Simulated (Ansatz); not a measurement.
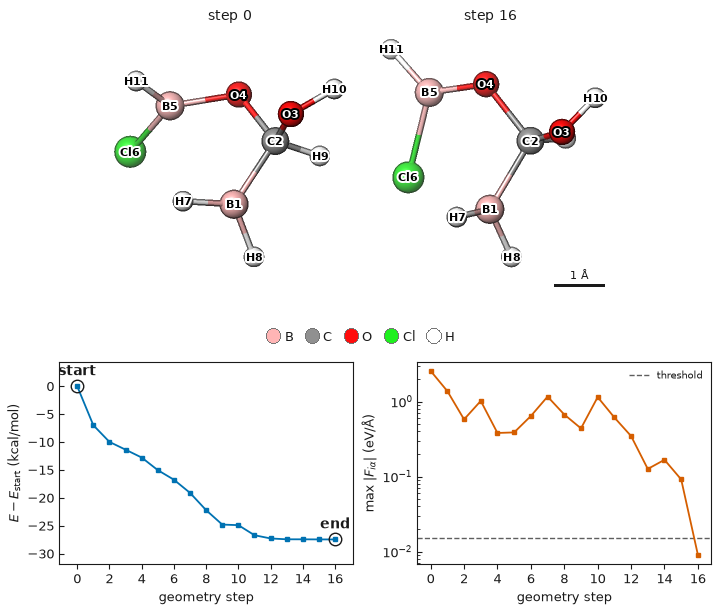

First and last geometry of a relaxation of CH5B2ClO2, with the history of the run. A ball-and-stick model, seen at a tilt.

The run prepares an end point of a later path (torsion) calculation, from a guessed geometry.

These are results of RKS CAM-B3LYP/def2-SVP in Ansatz 0.2.0, not measurements. (no spin polarisation; force threshold 0.015 eV/Å; at most 40 steps)

> Did the run converge, and what did it change?

It converged. Over 16 geometry steps the energy falls by 27.4 kcal/mol. The largest force component goes from 2.6 to 0.0091 eV/Å. The atom that moves furthest after the best rigid fit is H11 (1.34 Å). Largest moves by element: H 1.34 Å, Cl 1.07 Å, O 0.67 Å, B 0.28 Å, C 0.12 Å. Among the contacts that change: B1–Cl6 3.375 → 2.247 Å, B1–B5 2.589 → 2.817 Å, O4–B5 1.407 → 1.310 Å, C2–O4 1.409 → 1.470 Å. Bond angles that change, for instance: C2–O4–B5 113.3° → 120.7°, O4–C2–H9 109.4° → 103.3°, C2–B1–H7 121.9° → 116.0°. Groups turn about O4–B5 by about 95°, C2–O4 by about 45°.

```json
{"step": "0", "E − E(0), kcal/mol": "0.00", "largest force component, eV/Å": "2.5585"}
{"step": "1", "E − E(0), kcal/mol": "-6.98", "largest force component, eV/Å": "1.3766"}
{"step": "2", "E − E(0), kcal/mol": "-9.97", "largest force component, eV/Å": "0.5786"}
{"step": "3", "E − E(0), kcal/mol": "-11.36", "largest force component, eV/Å": "1.0191"}
{"step": "4", "E − E(0), kcal/mol": "-12.77", "largest force component, eV/Å": "0.3811"}
{"step": "5", "E − E(0), kcal/mol": "-15.03", "largest force component, eV/Å": "0.3878"}
{"step": "6", "E − E(0), kcal/mol": "-16.74", "largest force component, eV/Å": "0.6415"}
{"step": "7", "E − E(0), kcal/mol": "-19.10", "largest force component, eV/Å": "1.1639"}
{"step": "8", "E − E(0), kcal/mol": "-22.20", "largest force component, eV/Å": "0.6716"}
{"step": "9", "E − E(0), kcal/mol": "-24.78", "largest force component, eV/Å": "0.4389"}
{"step": "10", "E − E(0), kcal/mol": "-24.88", "largest force component, eV/Å": "1.1459"}
{"step": "11", "E − E(0), kcal/mol": "-26.69", "largest force component, eV/Å": "0.6129"}
{"step": "12", "E − E(0), kcal/mol": "-27.27", "largest force component, eV/Å": "0.3467"}
{"step": "13", "E − E(0), kcal/mol": "-27.42", "largest force component, eV/Å": "0.1264"}
{"step": "14", "E − E(0), kcal/mol": "-27.42", "largest force component, eV/Å": "0.1672"}
{"step": "15", "E − E(0), kcal/mol": "-27.44", "largest force component, eV/Å": "0.0916"}
{"step": "16", "E − E(0), kcal/mol": "-27.45", "largest force component, eV/Å": "0.0091"}
```
